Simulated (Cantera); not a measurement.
Input: 1 mol B, 1.8 mol HCl, 0.099 mol O2, equilibrated at 1300 K.

These are equilibrium values from Cantera (NASA tables, ideal gas, pure condensed phases), not measurements of a reactor. Candidate condensed phases: B, B2O3, B3O3H3, H2O; 33 gas species. The tables' values for BOCl, BCl2, BCl are old estimates; treat these amounts as uncertain. Gases not in the tables: BHCl2. The numbers say what is thermodynamically allowed, not how fast it happens.

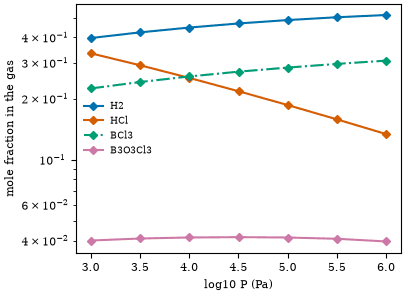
Fig. 1. Equilibrium gas composition (values under 1e-9 drawn at 1e-9)

Read off the mole fractions at 0.320 bar.

H2 about 0.47, BCl3 about 0.27, HCl about 0.22, B3O3Cl3 about 0.042.
